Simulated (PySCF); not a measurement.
Input file:

```
{"job": {"kind": "uv", "xc": "CAM-B3LYP", "basis": "def2-SVPD", "nstates": 8, "ntriplets": 3}, "charge": 0, "multiplicity": 1}
Br     3.073360    -1.466114    -0.020002
C      1.354429    -0.629115    -0.012990
C      1.273557     0.700669    -0.174732
C      0.023155     1.403376    -0.180954
C     -1.195787     0.850736    -0.030311
Ge    -1.373759    -1.059829     0.222460
O      0.393285    -1.498965     0.158954
H      2.180773     1.266663    -0.305317
H      0.099861     2.475783    -0.321488
H     -2.068590     1.484537    -0.052265
H     -1.797776    -1.610051     1.566974
H     -1.961310    -1.918376    -0.876358
```

Run with:

```sh
OMP_NUM_THREADS=1 python probes_run.py task.json out
```

Geometry: GFN2-xTB.

Computed with CAM-B3LYP/def2-SVPD, SCF density, gas phase in PySCF 2.14.0.

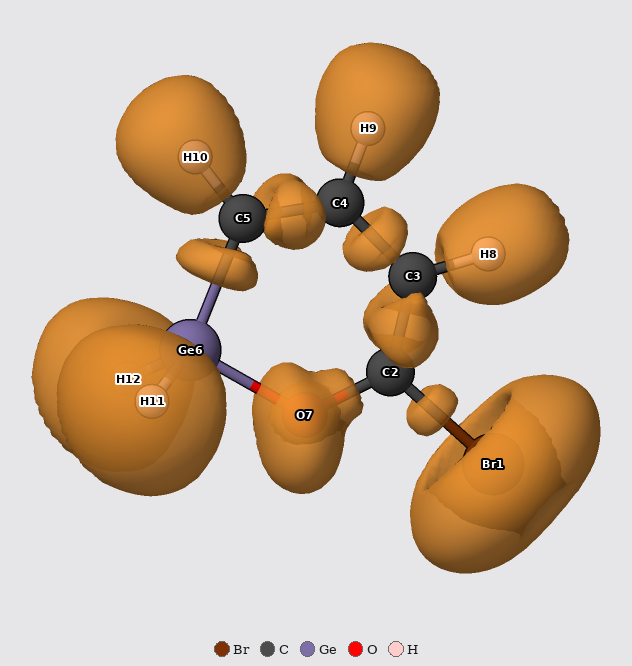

C₄H₅BrGeO (SMILES BrC1=CC=[CH][GeH2][O]1). Isosurface of the electron localisation function at 0.75 (orange), seen across its widest extent. Only the valence region is drawn (cores and ρ < 0.01 e/Å³ removed).

What do the ELF domains correspond to?

At this value the surface marks out one region between bonded Br–C atoms (shared pairs), three regions between bonded C–C atoms (shared pairs), five regions around hydrogen nuclei, one lobe of the valence shell of C pointing towards Ge (polar bonds), one region on O in which the atom's valence shell and bonds are merged and one ring or bowl of non-bonding electrons around Br.

Values along the shortest contacts:
C–O (1.31 Å): the ELF peaks at about 0.90 between the atoms; a polar covalent bond. C–C (1.34 Å): the ELF peaks at about 0.95 between the atoms; a multiple bond.
